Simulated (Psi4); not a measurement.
# BH3 (borane) at PBE/def2-TZVPPD

What is the energy change on altering one bond length of BH3 (borane) at PBE/def2-TZVPPD? 

Program for the calculation: Psi4 1.11.

## 1. The structure to begin with

BH3 has 4 atoms, charge 0, and is taken as a singlet. As SMILES, `B`. Geometry: relaxed at PBE0-D4/def2-TZVP.

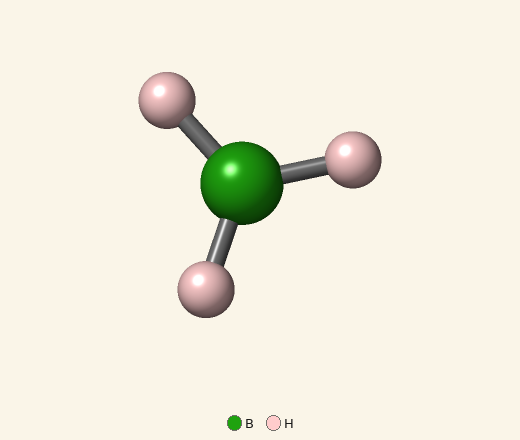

The structure, seen from a chosen angle (boron green, hydrogen pink).

## 2. Energy and forces at PBE/def2-TZVPPD

File bh3.inp:

```
memory 1600 MB

molecule mol {
  B      0.013900    -0.015100    -0.005100
  H      0.982200     0.381700     0.568800
  H     -0.276200    -1.171800     0.043000
  H     -0.664400     0.744900    -0.626900
  symmetry c1
  no_reorient
  no_com
}

set {
  basis                def2-TZVPPD
  puream               true
  e_convergence        1e-09
  d_convergence        1e-08
  scf_type             pk
  dft_radial_points    99
  dft_spherical_points 590
}

gradient('pbe')
print_variables()
```

Run with:

```bash
$ psi4 -n 1 bh3.inp bh3.out
```

bh3.out:

```text
[...]
  Running in c1 symmetry.
[...]
  Nuclear repulsion =    7.418838234776622
[...]
  Multiplicity = 1
[...]
  Nalpha       = 4
  Nbeta        = 4
[...]
    Number of basis functions: 88
[...]
   @RKS iter   1:   -26.46187165118712   -4.01866e-01   3.96423e-03 DIIS/ADIIS
[...]
   @RKS iter   7:   -26.55290811528715   -9.56142e-11   8.69498e-09 DIIS
[...]
    Orbital Energies [Eh]
    ---------------------
    Doubly Occupied:
       1A     -6.524769     2A     -0.462702     3A     -0.311467
       4A     -0.311458
[...]
  @RKS Final Energy:   -26.55290811528715
   => Energetics <=
    Nuclear Repulsion Energy =              7.4188382347766222
    One-Electron Energy =                 -49.0868172809251888
    Two-Electron Energy =                  20.1807827993955229
    DFT Exchange-Correlation Energy =      -5.0657118685341098
    Empirical Dispersion Energy =           0.0000000000000000
    VV10 Nonlocal Energy =                  0.0000000000000000
    Total Energy =                        -26.5529081152871527
[...]
 Multipole Moments:
 ------------------------------------------------------------------------------------
     Multipole            Electronic (a.u.)      Nuclear  (a.u.)        Total (a.u.)
 ------------------------------------------------------------------------------------
 L = 1.  Multiply by 2.5417464519 to convert [e a0] to [Debye]
 Dipole X            :         -0.2099244            0.2099486            0.0000242
 Dipole Y            :          0.2280800           -0.2280899           -0.0000099
 Dipole Z            :          0.0766626           -0.0767229           -0.0000603
 Magnitude           :                                                    0.0000657
[...]
  -Total Gradient:
     Atom            X                  Y                   Z
    ------   -----------------  -----------------  -----------------
       1       -0.000000502506     0.000003619287    -0.000021275595
       2       -0.001906391739    -0.000773760997    -0.001124564154
       3        0.000565011447     0.002270378352    -0.000090487592
       4        0.001341899710    -0.001500243497     0.001236340361
[...]
```

Run time: 7.5 s. Hardware: 1 thread of Intel Xeon 6975P-C (Granite Rapids), shared host; peak memory 0.9 GiB.

## 3. The distorted shape at the same level

File bh3.xyz:

```xyz
4
BH3
B      0.158940     0.563211    -0.029148
H      1.127240     0.960011     0.544752
H     -0.276200    -1.171800     0.043000
H     -0.519360     1.323211    -0.650948
```

File run.py:

```python
import psi4

psi4.set_memory(1600000000)
psi4.set_num_threads(1)
psi4.core.set_output_file('bh3.out', False)

with open('bh3.xyz') as f:
    atoms = ''.join(f.readlines()[2:])
m = psi4.geometry('0 1\n' + atoms + 'symmetry c1')

psi4.set_options({
    'basis': 'def2-TZVPPD',
    'reference': 'rks',
    'puream': True,
    'e_convergence': 1e-09,
    'd_convergence': 1e-08,
    'scf_type': 'pk',
    'dft_radial_points': 99,
    'dft_spherical_points': 590,
})

e_tot, wfn = psi4.gradient("pbe", return_wfn=True)
print('gradient / Eh bohr^-1')
print(e_tot.np.round(6))
print(f'energy = {wfn.energy():.10f} Eh')
```

Run with:

```bash
$ python run.py
```

bh3.out:

```text
[...]
  Running in c1 symmetry.
[...]
  Nuclear repulsion =    6.574802654376959
[...]
  Multiplicity = 1
[...]
  Nalpha       = 4
  Nbeta        = 4
[...]
    Number of basis functions: 88
[...]
   @RKS iter   1:   -26.40022764706126   -4.05035e-01   3.74137e-03 DIIS/ADIIS
[...]
   @RKS iter   9:   -26.48928279391805   -2.93738e-11   2.67308e-09 DIIS
[...]
    Orbital Energies [Eh]
    ---------------------
    Doubly Occupied:
       1A     -6.577463     2A     -0.460544     3A     -0.328913
       4A     -0.263969
[...]
  @RKS Final Energy:   -26.48928279391805
   => Energetics <=
    Nuclear Repulsion Energy =              6.5748026543769589
    One-Electron Energy =                 -47.3122155637179560
    Two-Electron Energy =                  19.1965280891086891
    DFT Exchange-Correlation Energy =      -4.9483979736857462
    Empirical Dispersion Energy =           0.0000000000000000
    VV10 Nonlocal Energy =                  0.0000000000000000
    Total Energy =                        -26.4892827939180542
[...]
 Multipole Moments:
 ------------------------------------------------------------------------------------
     Multipole            Electronic (a.u.)      Nuclear  (a.u.)        Total (a.u.)
 ------------------------------------------------------------------------------------
 L = 1.  Multiply by 2.5417464519 to convert [e a0] to [Debye]
 Dipole X            :          0.2037440           -0.1166889            0.0870551
 Dipole Y            :          0.8119340           -0.4648672            0.3470668
 Dipole Z            :         -0.0339647            0.0194948           -0.0144699
 Magnitude           :                                                    0.3581108
[...]
  -Total Gradient:
     Atom            X                  Y                   Z
    ------   -----------------  -----------------  -----------------
       1        0.015154438332     0.060439784992    -0.002532677020
       2       -0.001918047498     0.005745765368    -0.002514505764
       3       -0.017687725380    -0.070516876375     0.002934466179
       4        0.004451353986     0.004331405184     0.002112713854
[...]
```

On the terminal:

```text
gradient / Eh bohr^-1
[[ 0.015154  0.06044  -0.002533]
 [-0.001918  0.005746 -0.002515]
 [-0.017688 -0.070517  0.002934]
 [ 0.004451  0.004331  0.002113]]
energy = -26.4892827939 Eh
```

Wall time 8.1 s (1 thread of Intel Xeon 6975P-C (Granite Rapids), shared host); peak memory 0.89 GiB.

## 4. Outcome

At PBE/def2-TZVPPD:

```
                                                         quantity         value
                                        first shape: total energy  -26.55291 Eh
                                       first shape: dipole moment        0.00 D
                                         first shape: HOMO energy      -8.48 eV
                                         first shape: LUMO energy      -3.06 eV
                                       first shape: HOMO–LUMO gap       5.41 eV
                            first shape: largest force on an atom    0.121 eV/Å
                                    distorted shape: total energy  -26.48928 Eh
                                   distorted shape: dipole moment        0.91 D
                                     distorted shape: HOMO energy      -7.18 eV
                                     distorted shape: LUMO energy      -3.38 eV
                                   distorted shape: HOMO–LUMO gap       3.80 eV
                        distorted shape: largest force on an atom    3.741 eV/Å
energy change with the B1–H3 bond stretched from 1.193 to 1.790 Å      1.731 eV
```

One bond (distorted shape) is far stretched, which a spin-restricted single reference describes badly; a broken-symmetry solution may lie lower. With the B1–H3 bond stretched from 1.193 to 1.790 Å the energy rises by 1.73 eV (167 kJ/mol). The first shape isn't relaxed at this level, so the change isn't measured from a minimum. A restricted reference can't describe the breaking bond well at this length.
